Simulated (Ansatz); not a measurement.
**K (Im-3m): the Drude term of Re ε in the infrared**

Re ε of K (Im-3m) at low photon energies is read from one computed spectrum; the carriers' damping was typed as γ = 0.05 eV.

Cell: a, b, c = 4.525, 4.525, 4.525 Å (primitive vectors), 1 atoms.

Method: Ansatz 0.2.0, PBE, independent particles, k-mesh 12×12×12 with interpolation inside its cells, Gaussian parameter 0.1 eV.

Launch of the response step: `ansatz run input.yaml --threads 4 --pin off --max-ram 8192MiB --backend cpu --events-out ev --progress --plain --runs-dir out`. The run took 17 s, on 4 threads of Intel(R) Xeon(R) Processor @ 2.50GHz (Skylake/Cascade Lake) (shared host).

```
photon energy E (eV)  wavelength (µm)    Re ε
                0.25             4.96  -272.2
                0.30             4.13  -190.9
                0.35             3.54  -140.9
                0.40             3.10  -108.0
                0.50             2.48       ?
                0.60             2.07   -47.6
                0.70             1.77   -34.7
```

A Drude term over a constant background gives Re ε = ε_b − ωp²/(E² + γ²), linear in 1/(E² + γ²).

Working, on the rows shown:

| x = 1/(E² + γ²) (eV⁻²) | y = Re ε |
| --- | --- |
| 15.3846 | -272.2 |
| 10.8108 | -190.9 |
| 8 | -140.9 |
| 6.15385 | -108 |
| 2.75862 | -47.6 |
| 2.03046 | -34.7 |

Means: x̄ = 7.5231, ȳ = -132.38. Σ(x − x̄)(y − ȳ) = -2269, Σ(x − x̄)² = 127.6. Slope = -2269 / 127.6 = -17.79; intercept = ȳ − slope · x̄ = 1.4384. The line misses the rows shown by at most 0.033.

Task: What does the fit predict for the withheld row, and how well does it do?

Result: At x = 3.9604 the line gives y = -69.01. The run gave -69.0, so the interpolation holds to the digits printed.

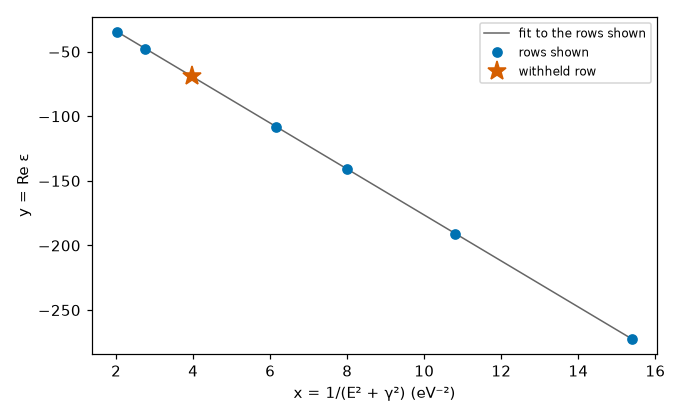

Refitted with all rows, the slope is -17.79 and the intercept 1.4414. These give ωp = √(−slope) = 4.22 eV, against 4.22 eV from the program's Fermi-surface sum, and a background ε_b = 1.4 from interband transitions. The cell comes from an older database entry, whose edges can be off by a per cent or so. The values come from a sum over the points of one k-mesh and carry its error, which is largest for Fermi-surface quantities.

[Logs are printed without paths, hosts, clocks, repeated set-up lines and the standing remarks that a program may print on its own settings, such as how far it seeks lower states.]
